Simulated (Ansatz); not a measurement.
## Molecular dynamics, with input and output: WH3ClO3F2 (part 4 of 5)

Continued. System: WH3ClO3F2. Method: RKS PBE0-D4/def2-SVP (Ansatz 0.2.0). It belongs to a series of runs on one base structure; here: dynamics from the start.

Geometry of the input (Å):
```
W  0.0776  0.0945  -0.2147
F  0.1269  -0.3884  1.6049
O  1.9392  -0.0230  -0.0522
H  2.3849  -0.2238  0.7819
O  0.0320  1.9339  0.0231
H  -0.6824  2.5776  0.0861
Cl -2.2609  0.2196  0.0126
F  -0.2225  -1.7302  -0.5417
O  0.1642  0.2263  -2.0689
H  0.1616  -0.4788  -2.7279
```

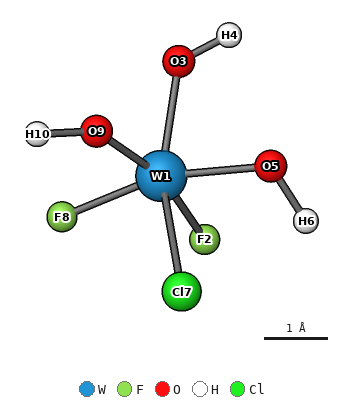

*The geometry at step 81 of the log (ball-and-stick view, seen at a tilt; atoms are numbered from 1 in the order of the input).*

### Trajectory as extended XYZ, continued
```
10
Properties=species:S:1:pos:R:3:forces:R:3 step=64 time_fs=64.0 energy=-25947.87149 temperature=1250.1
W     0.1107    0.0484   -0.2031   -1.8557  -1.2348   2.1889
F     0.1598   -0.5890    1.6914    0.0349   0.6861  -2.9934
O     1.9097    0.5290   -0.3780   -1.1382  -0.2294   0.2595
H     1.8294    1.4818   -0.2341    0.8863   0.6588   0.2570
O     0.0214    1.8182    0.5635   -2.8220   1.5257  -0.6319
H    -0.8857    2.3844    0.7057    3.2175  -2.4306  -0.5013
Cl   -2.3803    0.5646   -0.2462    1.8133  -0.5672  -0.0552
F    -0.1548   -1.8700   -0.4063    0.1431   1.4969   0.2498
O     0.0462   -0.0956   -2.1106   -1.5080  -3.8428   0.9812
H    -0.3060   -1.1234   -2.2743    1.2287   3.9373   0.2454
10
Properties=species:S:1:pos:R:3:forces:R:3 step=65 time_fs=65.0 energy=-25948.03395 temperature=1397.6
W     0.1121    0.0465   -0.2020   -1.8619  -1.3098   2.2602
F     0.1554   -0.5864    1.7076    0.0507   0.7102  -3.1438
O     1.9081    0.5313   -0.3960   -1.3317   1.7514   0.6602
H     1.7925    1.5263   -0.2306    1.0593  -1.3248  -0.0640
O     0.0173    1.8130    0.5563   -1.8308   1.0900  -0.5151
H    -0.8457    2.3534    0.7487    2.2430  -1.8124  -0.5206
Cl   -2.3813    0.5659   -0.2501    1.8192  -0.5875  -0.0369
F    -0.1569   -1.8622   -0.4115    0.1584   1.4025   0.3148
O     0.0452   -0.0888   -2.1041   -1.3492  -3.4911   0.7696
H    -0.2912   -1.0956   -2.2927    1.0430   3.5715   0.2755
10
Properties=species:S:1:pos:R:3:forces:R:3 step=66 time_fs=66.0 energy=-25948.21712 temperature=1551.0
W     0.1133    0.0446   -0.2008   -1.8778  -1.3621   2.3527
F     0.1510   -0.5835    1.7222    0.0687   0.7388  -3.2746
O     1.9057    0.5347   -0.4136   -1.4875   2.7532   0.9398
H     1.7656    1.5580   -0.2278    1.1915  -2.3409  -0.2712
O     0.0122    1.8085    0.5488    0.4782  -0.2173  -0.9049
H    -0.7843    2.3050    0.7867   -0.0563  -0.3345  -0.0262
Cl   -2.3819    0.5671   -0.2540    1.8388  -0.6138  -0.0200
F    -0.1591   -1.8538   -0.4166    0.1793   1.3226   0.3736
O     0.0433   -0.0841   -2.0971   -0.8302  -2.0252   0.8155
H    -0.2664   -1.0336   -2.3084    0.4952   2.0792   0.0152
10
Properties=species:S:1:pos:R:3:forces:R:3 step=68 time_fs=68.0 energy=-25947.85337 temperature=1254.8
W     0.1156    0.0404   -0.1980   -2.0682  -1.3240   2.4771
F     0.1423   -0.5766    1.7464    0.1107   0.7833  -3.4596
O     1.8982    0.5466   -0.4469   -1.3812   2.4381   1.0799
H     1.7468    1.5524   -0.2309    1.2593  -2.0222  -0.3246
O     0.0047    1.7979    0.5315    4.9466  -2.7621  -2.7960
H    -0.6953    2.2190    0.8742   -4.5385   2.4518   2.0904
Cl   -2.3815    0.5688   -0.2619    1.8399  -0.6788   0.0101
F    -0.1630   -1.8348   -0.4261    0.1964   1.0536   0.4752
O     0.0389   -0.0763   -2.0813    1.4955   5.2349   2.6465
H    -0.2131   -0.8816   -2.3474   -1.8605  -5.1747  -2.1989
10
Properties=species:S:1:pos:R:3:forces:R:3 step=69 time_fs=69.0 energy=-25948.12107 temperature=1467.0
W     0.1165    0.0383   -0.1964   -2.2109  -1.2059   2.4486
F     0.1381   -0.5725    1.7559    0.1313   0.7821  -3.4912
O     1.8932    0.5549   -0.4626   -1.0405   1.0669   0.8491
H     1.7555    1.5181   -0.2373    1.1489  -0.6423  -0.0770
O     0.0052    1.7903    0.5205    2.1255  -0.9417  -1.4120
H    -0.7107    2.2080    0.9440   -1.7400   0.7588   0.8416
Cl   -2.3806    0.5695   -0.2658    1.7776  -0.7142   0.0249
F    -0.1648   -1.8245   -0.4305    0.1707   0.7641   0.5394
O     0.0376   -0.0689   -2.0714    1.3437   4.8409   2.5529
H    -0.2072   -0.8609   -2.3919   -1.7064  -4.7087  -2.2763
10
Properties=species:S:1:pos:R:3:forces:R:3 step=70 time_fs=70.0 energy=-25948.31823 temperature=1631.3
W     0.1174    0.0360   -0.1947   -2.3294  -1.0051   2.3916
F     0.1339   -0.5680    1.7636    0.1512   0.7648  -3.4832
O     1.8876    0.5639   -0.4778   -0.5753  -1.1829   0.3368
H     1.7752    1.4776   -0.2444    0.9349   1.5975   0.4526
O     0.0069    1.7821    0.5087   -0.7340   0.8381   0.5583
H    -0.7428    2.2043    1.0218    1.0961  -0.8681  -0.9851
Cl   -2.3791    0.5699   -0.2697    1.6891  -0.7449   0.0436
F    -0.1665   -1.8138   -0.4346    0.1259   0.3795   0.6056
O     0.0372   -0.0585   -2.0600    0.0761   0.8273   0.5782
H    -0.2176   -0.8853   -2.4582   -0.4345  -0.6062  -0.4982
10
Properties=species:S:1:pos:R:3:forces:R:3 step=72 time_fs=72.0 energy=-25947.78268 temperature=1171.6
W     0.1187    0.0314   -0.1909   -2.3171  -0.4261   2.2385
F     0.1257   -0.5579    1.7738    0.1893   0.7155  -3.4000
O     1.8754    0.5784   -0.5079   -0.1713  -2.7620  -0.1272
H     1.8401    1.4608   -0.2402    0.8155   2.9861   0.9588
O     0.0081    1.7677    0.4868   -2.5042   2.0868   2.5993
H    -0.7624    2.1652    1.1379    2.8008  -1.6644  -2.6768
Cl   -2.3749    0.5701   -0.2775    1.5317  -0.7941   0.0876
F    -0.1698   -1.7921   -0.4419    0.0203  -0.4792   0.6926
O     0.0358   -0.0381   -2.0371   -1.1867  -3.0612  -2.5055
H    -0.2423   -0.9239   -2.5890    0.8216   3.3986   2.1326
10
Properties=species:S:1:pos:R:3:forces:R:3 step=73 time_fs=73.0 energy=-25947.86609 temperature=1240.9
W     0.1192    0.0291   -0.1888   -2.1849  -0.0936   2.1239
F     0.1218   -0.5524    1.7763    0.2077   0.6942  -3.3456
O     1.8692    0.5831   -0.5230   -0.0408  -0.4787   0.5901
H     1.8841    1.4978   -0.2241    0.7089   0.5309   0.2584
O     0.0066    1.7623    0.4781   -2.2215   2.0812   2.7584
H    -0.7337    2.1222    1.1600    2.4627  -1.3659  -2.6157
Cl   -2.3722    0.5699   -0.2813    1.4797  -0.8183   0.1073
F    -0.1714   -1.7815   -0.4451   -0.0326  -0.9076   0.7142
O     0.0342   -0.0303   -2.0276   -1.2560  -3.1651  -3.0893
H    -0.2446   -0.8999   -2.6283    0.8769   3.5230   2.4983
10
Properties=species:S:1:pos:R:3:forces:R:3 step=74 time_fs=74.0 energy=-25948.10866 temperature=1459.7
W     0.1195    0.0267   -0.1866   -2.0185   0.2569   1.9726
F     0.1180   -0.5464    1.7770    0.2257   0.6787  -3.2929
O     1.8629    0.5875   -0.5379    0.2945   1.5313   1.3254
H     1.9349    1.5399   -0.2055    0.3595  -1.6569  -0.4633
O     0.0037    1.7582    0.4709   -1.1444   1.6627   2.0848
H    -0.6813    2.0661    1.1570    1.3190  -0.6708  -1.7095
Cl   -2.3690    0.5695   -0.2851    1.4456  -0.8444   0.1246
F    -0.1731   -1.7713   -0.4478   -0.0850  -1.3210   0.7272
O     0.0319   -0.0244   -2.0200   -1.0867  -2.5222  -3.0578
H    -0.2385   -0.8421   -2.6437    0.6905   2.8856   2.2889
10
Properties=species:S:1:pos:R:3:forces:R:3 step=76 time_fs=76.0 energy=-25947.96381 temperature=1322.4
W     0.1199    0.0221   -0.1820   -1.6937   1.0018   1.5079
F     0.1107   -0.5335    1.7736    0.2593   0.6604  -3.1778
O     1.8511    0.5996   -0.5648    1.0048   2.6146   1.9299
H     2.0429    1.5654   -0.1859   -0.3849  -3.0458  -1.0547
O    -0.0027    1.7524    0.4592    3.5992  -0.0606  -2.9176
H    -0.5607    1.9454    1.1243   -3.5752   1.4550   3.7494
Cl   -2.3616    0.5679   -0.2927    1.4012  -0.9002   0.1588
F    -0.1765   -1.7532   -0.4523   -0.1922  -2.0967   0.7444
O     0.0255   -0.0161   -2.0096    0.5988   2.3535   0.8384
H    -0.2119   -0.6602   -2.6203   -1.0173  -1.9819  -1.7787
10
Properties=species:S:1:pos:R:3:forces:R:3 step=77 time_fs=77.0 energy=-25947.76491 temperature=1171.3
W     0.1200    0.0198   -0.1795   -1.5478   1.3926   1.2178
F     0.1072   -0.5265    1.7694    0.2714   0.6366  -3.0718
O     1.8460    0.6080   -0.5766    1.1593   1.9234   1.7589
H     2.0929    1.5356   -0.1905   -0.5200  -2.4862  -0.8901
O    -0.0035    1.7497    0.4516    3.3742   0.2549  -2.8222
H    -0.5392    1.9011    1.1467   -3.4120   1.2985   3.8583
Cl   -2.3572    0.5668   -0.2964    1.3485  -0.9307   0.1746
F    -0.1783   -1.7457   -0.4539   -0.2551  -2.4844   0.7543
O     0.0225   -0.0108   -2.0045    1.6806   4.9010   3.7376
H    -0.2077   -0.5826   -2.6205   -2.0992  -4.5056  -4.7175
10
Properties=species:S:1:pos:R:3:forces:R:3 step=78 time_fs=78.0 energy=-25948.12093 temperature=1446.6
W     0.1200    0.0176   -0.1770   -1.4010   1.8085   0.9632
F     0.1039   -0.5192    1.7637    0.2785   0.5835  -2.9034
O     1.8417    0.6176   -0.5873    0.9684   0.3425   1.1623
H     2.1380    1.4820   -0.2036   -0.2821  -1.0270  -0.3007
O    -0.0022    1.7471    0.4423    0.8361   1.1354   0.5189
H    -0.5504    1.8693    1.2061   -0.9142   0.5650   0.6786
Cl   -2.3526    0.5654   -0.3000    1.2578  -0.9592   0.1904
F    -0.1803   -1.7394   -0.4552   -0.3251  -2.8788   0.7611
O     0.0205   -0.0025   -1.9971    1.0882   3.2104   2.1188
H    -0.2236   -0.5481   -2.6658   -1.5066  -2.7801  -3.1893
10
Properties=species:S:1:pos:R:3:forces:R:3 step=80 time_fs=80.0 energy=-25947.76002 temperature=1145.4
W     0.1198    0.0136   -0.1718   -1.0701   2.6196   0.4939
F     0.0977   -0.5038    1.7479    0.2848   0.4136  -2.4368
O     1.8342    0.6359   -0.6073   -0.6174  -3.6565  -0.7473
H     2.2275    1.3665   -0.2286    1.3534   2.7316   1.6048
O     0.0008    1.7443    0.4262   -1.8289   1.7952   4.6343
H    -0.5814    1.8182    1.3189    1.6918   0.1233  -3.2290
Cl   -2.3422    0.5618   -0.3072    1.0540  -0.9960   0.2303
F    -0.1848   -1.7313   -0.4566   -0.4441  -3.5008   0.7416
O     0.0177    0.0180   -1.9809   -1.1068  -1.1351  -4.1188
H    -0.2858   -0.5310   -2.8126    0.6832   1.6052   2.8270
10
Properties=species:S:1:pos:R:3:forces:R:3 step=81 time_fs=81.0 energy=-25947.56772 temperature=965.4
W     0.1195    0.0117   -0.1691   -0.8945   2.9364   0.1806
F     0.0948   -0.4957    1.7381    0.2871   0.3193  -2.1715
O     1.8302    0.6423   -0.6177   -0.3256  -2.9983  -0.4619
H     2.2876    1.3405   -0.2222    1.0544   1.9518   1.3126
O     0.0009    1.7445    0.4220   -1.9715   1.7738   4.9954
H    -0.5763    1.7947    1.3350    1.7882   0.2180  -3.4989
Cl   -2.3366    0.5596   -0.3107    0.9696  -1.0040   0.2517
F    -0.1874   -1.7299   -0.4567   -0.4756  -3.6549   0.7210
O     0.0156    0.0278   -1.9758   -1.4689  -1.5360  -5.0676
H    -0.3111   -0.5064   -2.8565    1.0368   1.9939   3.7384
10
Properties=species:S:1:pos:R:3:forces:R:3 step=82 time_fs=82.0 energy=-25947.72006 temperature=1097.0
W     0.1193    0.0100   -0.1665   -0.7249   3.1668  -0.2200
F     0.0920   -0.4875    1.7272    0.2887   0.2282  -1.8971
O     1.8259    0.6468   -0.6284    1.0130  -1.1569   0.6203
H     2.3577    1.3333   -0.2032   -0.3129  -0.0017   0.2238
O    -0.0002    1.7458    0.4208   -1.6094   1.6331   4.5202
H    -0.5540    1.7733    1.3175    1.3696   0.3975  -2.9312
Cl   -2.3307    0.5572   -0.3141    0.9029  -1.0061   0.2727
F    -0.1902   -1.7304   -0.4564   -0.4827  -3.6847   0.7009
O     0.0125    0.0365   -1.9737   -1.5111  -1.3892  -5.0074
H    -0.3265   -0.4628   -2.8646    1.0668   1.8129   3.7178
10
Properties=species:S:1:pos:R:3:forces:R:3 step=84 time_fs=84.0 energy=-25947.96562 temperature=1294.1
W     0.1187    0.0072   -0.1612   -0.4095   3.3998  -1.2918
F     0.0870   -0.4708    1.7027    0.2852   0.0585  -1.3195
O     1.8201    0.6546   -0.6481    2.8136   0.5142   1.9968
H     2.4769    1.3056   -0.1676   -2.2897  -1.8560  -1.1307
O    -0.0047    1.7512    0.4255    1.5207   1.1754  -0.5539
H    -0.4810    1.7439    1.2155   -1.8628   0.7754   2.2796
Cl   -2.3182    0.5514   -0.3207    0.8296  -0.9977   0.3168
F    -0.1965   -1.7368   -0.4549   -0.4237  -3.3803   0.6755
O     0.0039    0.0520   -1.9779   -0.0493   0.6396  -0.7615
H    -0.3301   -0.3301   -2.7843   -0.4140  -0.3289  -0.2114
10
Properties=species:S:1:pos:R:3:forces:R:3 step=85 time_fs=85.0 energy=-25947.59491 temperature=998.3
W     0.1183    0.0060   -0.1587   -0.2819   3.4574  -1.8925
F     0.0847   -0.4624    1.6893    0.2760  -0.0441  -0.9712
O     1.8195    0.6588   -0.6563    2.7807   0.2974   2.0492
H     2.5069    1.2675   -0.1638   -2.3815  -1.7069  -1.1517
O    -0.0062    1.7550    0.4284    3.3409   1.0268  -3.5612
H    -0.4613    1.7396    1.1808   -3.6968   0.8014   5.2787
Cl   -2.3116    0.5481   -0.3239    0.7980  -0.9902   0.3375
F    -0.2000   -1.7427   -0.4536   -0.3684  -3.0931   0.6732
O    -0.0007    0.0598   -1.9816    1.8904   2.4403   3.8813
H    -0.3325   -0.2615   -2.7335   -2.3574  -2.1891  -4.6432
10
Properties=species:S:1:pos:R:3:forces:R:3 step=86 time_fs=86.0 energy=-25947.74494 temperature=1129.4
W     0.1180    0.0051   -0.1563   -0.1854   3.5264  -2.4504
F     0.0825   -0.4540    1.6755    0.2584  -0.1899  -0.5310
O     1.8206    0.6632   -0.6632    2.0854  -0.4322   1.6438
H     2.5141    1.2130   -0.1711   -1.7817  -1.0221  -0.7076
O    -0.0057    1.7594    0.4291    2.4122   0.8826  -2.0302
H    -0.4769    1.7430    1.1967   -2.7400   0.7877   3.6622
Cl   -2.3048    0.5446   -0.3270    0.7313  -0.9823   0.3533
F    -0.2037   -1.7501   -0.4520   -0.3086  -2.7734   0.6783
O    -0.0043    0.0692   -1.9830    2.4785   2.5294   4.9712
H    -0.3575   -0.2139   -2.7272   -2.9500  -2.3262  -5.5896
10
Properties=species:S:1:pos:R:3:forces:R:3 step=88 time_fs=88.0 energy=-25948.04970 temperature=1398.1
W     0.1172    0.0037   -0.1518   -0.1077   3.6544  -3.4688
F     0.0785   -0.4375    1.6473    0.2076  -0.5725   0.5637
O     1.8256    0.6706   -0.6747   -1.5305  -2.9295  -0.7526
H     2.4917    1.0862   -0.1960    1.7367   1.4576   1.7837
O    -0.0016    1.7698    0.4290   -1.3195   0.7186   3.7461
H    -0.5646    1.7717    1.2979    1.1318   0.5662  -2.4320
Cl   -2.2907    0.5367   -0.3329    0.5240  -0.9530   0.3844
F    -0.2115   -1.7690   -0.4477   -0.1742  -2.0644   0.6952
O    -0.0080    0.0915   -1.9792   -1.2847  -0.2912  -2.5956
H    -0.4738   -0.1699   -2.8351    0.8165   0.4138   2.0758
10
Properties=species:S:1:pos:R:3:forces:R:3 step=89 time_fs=89.0 energy=-25947.70802 temperature=1103.9
W     0.1169    0.0032   -0.1498   -0.1196   3.6659  -4.0069
F     0.0767   -0.4297    1.6334    0.1823  -0.7625   1.1425
O     1.8274    0.6719   -0.6807   -2.3683  -3.2084  -1.3114
H     2.4956    1.0376   -0.1898    2.5373   1.7459   2.3784
O    -0.0003    1.7757    0.4317   -1.9359   0.6701   4.5090
H    -0.5996    1.7949    1.3248    1.8210   0.4009  -3.3594
Cl   -2.2833    0.5323   -0.3357    0.4275  -0.9296   0.4021
F    -0.2156   -1.7802   -0.4450   -0.0904  -1.6549   0.6998
O    -0.0105    0.1027   -1.9786   -2.2096  -0.7090  -4.0503
H    -0.5290   -0.1473   -2.8761    1.7557   0.7816   3.5963
10
Properties=species:S:1:pos:R:3:forces:R:3 step=91 time_fs=91.0 energy=-25947.99934 temperature=1358.8
W     0.1161    0.0030   -0.1466   -0.1672   3.6041  -5.1335
F     0.0734   -0.4153    1.6078    0.1351  -1.0924   2.2550
O     1.8275    0.6695   -0.6945    0.9627  -1.3489   1.3286
H     2.5625    0.9818   -0.1191   -0.9064  -0.0958  -0.2289
O    -0.0013    1.7885    0.4452   -1.4535   0.3949   3.4100
H    -0.6163    1.8516    1.2820    1.4504   0.2164  -2.5555
Cl   -2.2684    0.5229   -0.3409    0.2854  -0.8717   0.4361
F    -0.2238   -1.8047   -0.4386    0.1069  -0.7538   0.6994
O    -0.0196    0.1238   -1.9848   -2.2385  -0.6228  -3.4814
H    -0.5862   -0.0796   -2.8519    1.8252   0.5701   3.2700
10
Properties=species:S:1:pos:R:3:forces:R:3 step=92 time_fs=92.0 energy=-25948.22571 temperature=1550.2
W     0.1157    0.0031   -0.1453   -0.1806   3.5674  -5.6748
F     0.0718   -0.4088    1.5966    0.1130  -1.2319   2.7517
O     1.8278    0.6667   -0.7006    2.0709  -0.8916   2.3846
H     2.5924    0.9571   -0.0797   -2.1208  -0.5501  -1.2641
O    -0.0033    1.7954    0.4553    0.0731  -0.0054   1.2047
H    -0.6014    1.8833    1.2200   -0.0280   0.3538  -0.5101
Cl   -2.2608    0.5178   -0.3434    0.2468  -0.8397   0.4522
F    -0.2278   -1.8177   -0.4348    0.2131  -0.2814   0.6953
O    -0.0263    0.1337   -1.9913   -1.0466  -0.2315  -1.3825
H    -0.5874   -0.0365   -2.7899    0.6590   0.1105   1.3431
10
Properties=species:S:1:pos:R:3:forces:R:3 step=93 time_fs=93.0 energy=-25948.02585 temperature=1366.8
W     0.1153    0.0035   -0.1444   -0.1954   3.5422  -6.1420
F     0.0703   -0.4031    1.5867    0.0923  -1.3634   3.1964
O     1.8294    0.6635   -0.7053    2.3190  -0.8165   2.8439
H     2.6020    0.9270   -0.0524   -2.4941  -0.6199  -1.6885
O    -0.0052    1.8022    0.4661    2.7671  -0.7763  -2.1425
H    -0.5869    1.9184    1.1531   -2.6645   0.8431   2.6457
Cl   -2.2531    0.5125   -0.3457    0.2211  -0.8057   0.4649
F    -0.2318   -1.8308   -0.4307    0.3166   0.1816   0.6879
O    -0.0336    0.1435   -1.9987    1.6625   0.4092   2.4586
H    -0.5823    0.0076   -2.7150   -2.0246  -0.5943  -2.3243
10
Properties=species:S:1:pos:R:3:forces:R:3 step=95 time_fs=95.0 energy=-25948.11848 temperature=1446.8
W     0.1144    0.0047   -0.1434   -0.2226   3.4950  -6.7044
F     0.0674   -0.3936    1.5721    0.0405  -1.6299   3.9549
O     1.8365    0.6553   -0.7097    0.7438  -1.3238   1.9760
H     2.5528    0.8509   -0.0450   -1.0634  -0.0643  -0.7197
O    -0.0031    1.8141    0.4830    2.3312  -1.1250  -1.5680
H    -0.6487    2.0170    1.1086   -2.0644   0.7024   1.6436
Cl   -2.2376    0.5012   -0.3500    0.0802  -0.7325   0.4736
F    -0.2391   -1.8565   -0.4215    0.4769   0.9552   0.6643
O    -0.0436    0.1641   -2.0071    2.6765   0.2702   3.2699
H    -0.6550    0.0750   -2.6596   -2.9988  -0.5473  -2.9901
10
Properties=species:S:1:pos:R:3:forces:R:3 step=96 time_fs=96.0 energy=-25948.26882 temperature=1581.0
W     0.1140    0.0056   -0.1435   -0.2442   3.4304  -6.8062
F     0.0660   -0.3901    1.5677    0.0123  -1.7354   4.2190
O     1.8411    0.6502   -0.7098   -1.0943  -1.7718   0.4087
H     2.5078    0.8101   -0.0555    0.7757   0.4316   0.9018
O     0.0007    1.8189    0.4893   -0.4390  -0.2326   0.8771
H    -0.7193    2.0792    1.1213    0.7973  -0.3768  -0.9883
Cl   -2.2298    0.4953   -0.3519   -0.0482  -0.6902   0.4780
F    -0.2424   -1.8687   -0.4163    0.5325   1.2552   0.6477
O    -0.0457    0.1748   -2.0077   -0.6713  -0.2320  -0.3136
H    -0.7422    0.0988   -2.6854    0.3791  -0.0785   0.5758
10
Properties=species:S:1:pos:R:3:forces:R:3 step=97 time_fs=97.0 energy=-25947.86308 temperature=1239.0
W     0.1135    0.0067   -0.1439   -0.2871   3.3290  -6.7897
F     0.0645   -0.3875    1.5655   -0.0057  -1.7965   4.3481
O     1.8450    0.6439   -0.7097   -2.7654  -2.0637  -1.2143
H     2.4701    0.7735   -0.0575    2.4614   0.7767   2.5632
O     0.0042    1.8236    0.4962   -2.0218   0.3911   1.9319
H    -0.7823    2.1377    1.1246    2.4592  -1.1745  -2.2035
Cl   -2.2220    0.4891   -0.3537   -0.1789  -0.6442   0.4839
F    -0.2455   -1.8803   -0.4109    0.5834   1.5241   0.6259
O    -0.0482    0.1853   -2.0085   -2.6930  -0.4177  -2.1467
H    -0.8258    0.1217   -2.7058    2.4479   0.0758   2.4012
```
